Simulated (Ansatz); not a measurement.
```xyz
13

C    -0.2991   -1.8091   -0.5233
B    -0.4200   -0.8401    0.6924
O    -0.7168   -1.3538    1.9134
Si   -0.1068    1.1489    0.4428
C     1.0054    1.8117   -0.8372
O    -0.4278    1.7901   -1.0767
H    -0.9072   -1.4589   -1.3637
H    -0.5804   -2.8351   -0.2759
H     0.7330   -1.8133   -0.8943
H    -0.7835   -0.7073    2.6206
H    -0.4587    2.0542    1.5757
H     1.4152    2.8170   -0.7539
H     1.5671    1.1609   -1.5051
```

Geometry: PBE0-D4/def2-TZVP.

Level of theory: RKS PBE0-D4/def2-TZVPP (Ansatz 0.2.0).

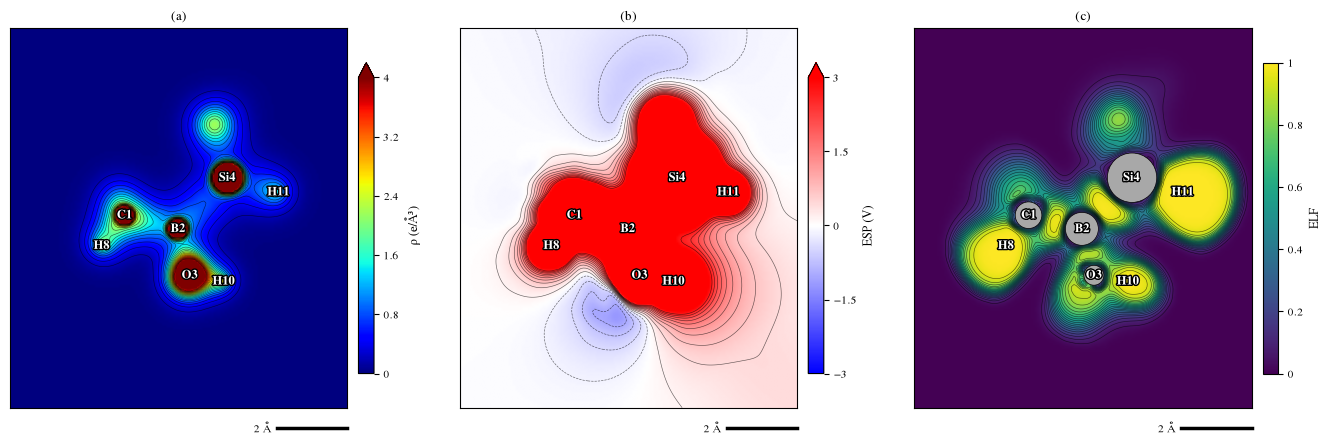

C2H7BO2Si (SMILES CB(O)[SiH]1CO1). (a) electron density; (b) electrostatic potential; (c) ELF on the plane of atoms C1, B2 and O3. Grey discs cover the atomic cores in the ELF map.

### Describe what can be read from this map.

- The section cuts through C, B, O, Si and H sites.
- B–O (1.36 Å): the density is about 2.1 e/Å³ at the midpoint; the ELF peaks at about 0.90 between the atoms: a polar covalent bond.
- C–B (1.56 Å): the density is about 1.5 e/Å³ at the midpoint; the ELF peaks at about 1 between the atoms, as expected for localised, covalent bonding.
- Si–B (2.03 Å): ρ is about 0.81 e/Å³ halfway; the ELF peaks at about 1 between the atoms; a shared electron pair.
- O–H (0.96 Å): ρ at the midpoint is about 3.8 e/Å³; the ELF climbs to about 1 towards the hydrogen, as it does in any bond to H; a covalent bond by its length.
- The ELF also peaks beside O3, away from the bonds: lone-pair regions.
- Outside the dense part of the molecule the potential is most negative (−1.2 V) near O3.
